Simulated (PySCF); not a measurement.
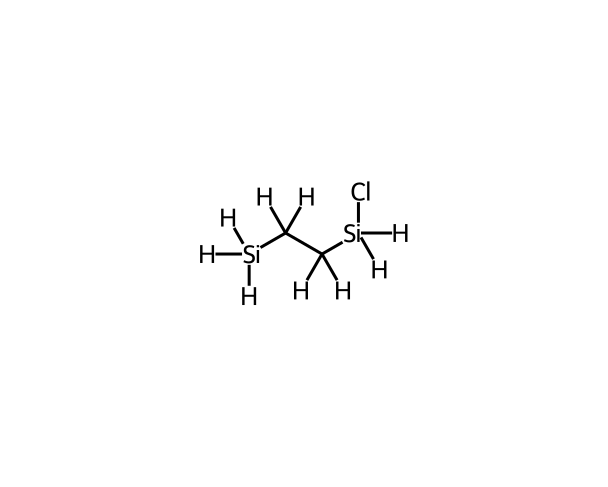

The computed structure is the end point of a GFN2-xTB optimisation. No frequency run is at hand to confirm it as a minimum. Level of theory: ωB97X-D/def2-SVPD, gas phase (PySCF 2.14.0). Excitations: vertical, linear response.

Q: Give the brightest of the 8 lowest singlets at this level.

A: 8.36 eV.

Q: Estimate the HOMO energy (Kohn–Sham orbital).

A: −10.22 eV.

Q: Give the mean static polarisability at this level.

A: 89.1 bohr³.

Q: Estimate the dipole moment.

A: 1.62 D.

The geometry is semi-empirical. Around Si such bond lengths and angles can be off by a tenth of an ångström or more and by several degrees, and values that hang on the shape move with them.
